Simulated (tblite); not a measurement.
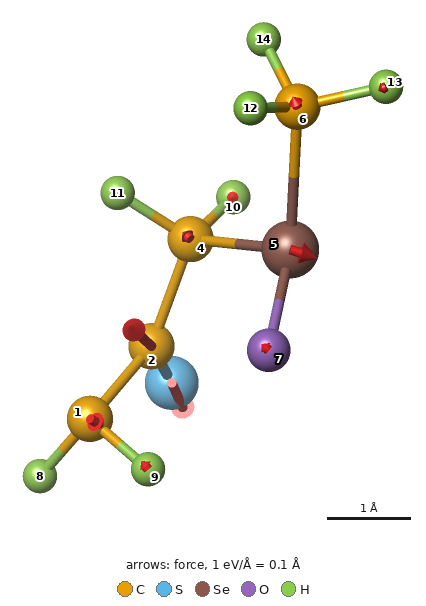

Starting geometry of C₄H₇OSSe (multiplicity 2) with the computed forces as red arrows. A ball-and-stick model, seen from a free direction.

Method: GFN2-xTB geometry optimisation, gas phase (tblite 0.8.0). 

**What follows when this structure is relaxed?**

It isn't relaxed: the largest force vector, on a C atom, is 12.45 eV/Å. The final displacements have little in common with the starting forces (cosine between the two patterns 0.01). The atom that moves furthest after the best rigid fit is an H atom (2.06 Å). By element the largest moves are H 2.06 Å, S 1.54 Å, O 0.77 Å, C 0.59 Å, Se 0.56 Å. Some distances before and after: S–Se 4.007 → 2.887 Å, C–S 1.456 → 1.729 Å, C–C 1.506 → 1.338 Å, C–Se 1.923 → 1.990 Å. Among the angles between lasting bonds that change: C–C–H 107.0° → 121.1°, C–Se–C 108.3° → 95.5°, C–Se–O 115.7° → 103.9°. Groups turn about C–C by about 80°, C–Se by about 35°, C–Se by about 25°. The energy falls by 69.1 kcal/mol in 143 geometry steps. Cost: 0.92 s on 1 thread of Arm Neoverse V2 (shared host).
